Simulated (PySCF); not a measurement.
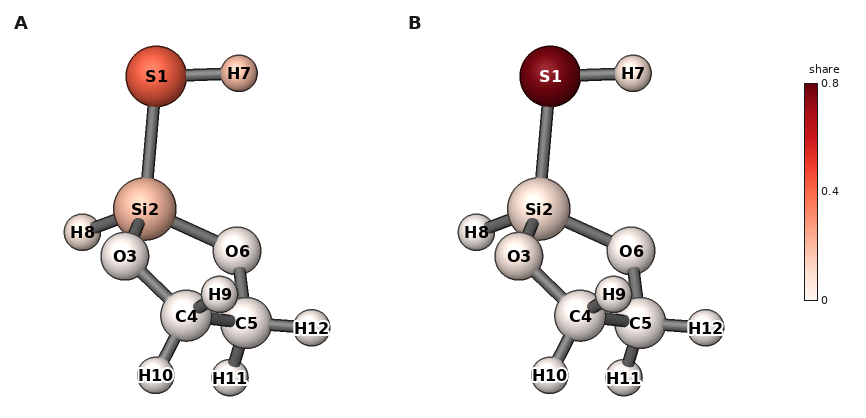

Each panel colours the atoms by their Löwdin share in one orbital (up to four of the largest shares; other atoms are shown as zero). The geometry was computed by an optimisation with GFN2-xTB. No frequency run is at hand to confirm it as a minimum. Computed with CAM-B3LYP/def2-SVPD (PySCF 2.14.0).

The panels show the HOMO, LUMO, in some order. Which is which?

Answer. A: LUMO, 0.88 eV; S1 0.42, Si2 0.20, H7 0.18, H8 0.07
B: HOMO, −9.05 eV; S1 0.77, Si2 0.09, H7 0.07, O3 0.04

The geometry is semi-empirical. Around Si such bond lengths and angles can be off by a tenth of an ångström or more and by several degrees, and values that hang on the shape move with them.
